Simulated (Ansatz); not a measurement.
The parent structure is ZrO$_{2}$ (space group P4_2/nmc, No. 137; a = 3.584 Å, c = 5.177 Å).

Modification: every Zr is replaced by Hf; the structure is relaxed again.

The values are results of Ansatz (a first-principles code), PBEsol, PAW, cutoff 420 eV, without spin-orbit coupling, not measurements.

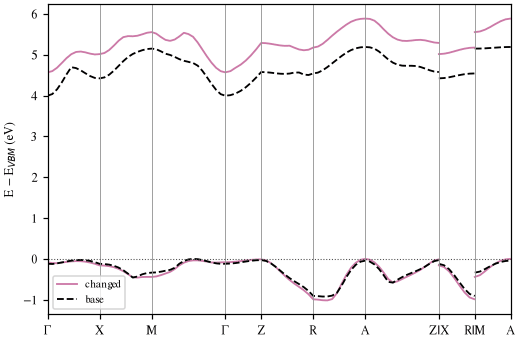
*Highest valence and lowest conduction band along the path, each from its own valence-band maximum*

The gap is 4.57 eV, indirect, A → Γ; the base has 4.00 eV.

With Hf present, leaving out spin-orbit coupling can change the band edges. No phonon test of stability was made. This is not the structure that HfO2 has at room temperature and ambient pressure. This is not the structure that ZrO2 has at room temperature and ambient pressure.
